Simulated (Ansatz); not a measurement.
## Response to strain in TlI

Base system: TlI in the CsCl type structure (space group Pm-3m, No. 221; a model cell).

```yaml
crystal:
  lattice:
    - [4.24525, 0.00000, 0.00000]
    - [0.00000, 4.24525, 0.00000]
    - [0.00000, 0.00000, 4.24525]
  atoms:
    - { symbol: Tl, position: [0.00000, 0.00000, 0.00000] }
    - { symbol: I, position: [0.50000, 0.50000, 0.50000] }
```

Strains are applied to the cell and any free atomic positions relax.

Method: r2SCAN/PAW in Ansatz (a program for electronic structure), no spin-orbit coupling.

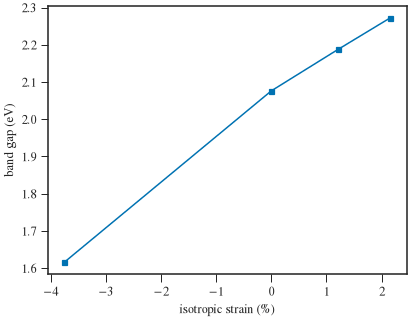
*Band gap against isotropic strain*

Question: From the plot, what is the band gap for isotropic strain −3.75 %?

Answer: About 1.62 eV.

Question: Is the trend monotonic over the range shown?

Answer: Yes, it rises throughout, spanning 1.62 eV to 2.27 eV.

Spin-orbit coupling, missing from the scalar runs, can matter with I and Tl. No phonon test of stability was made.
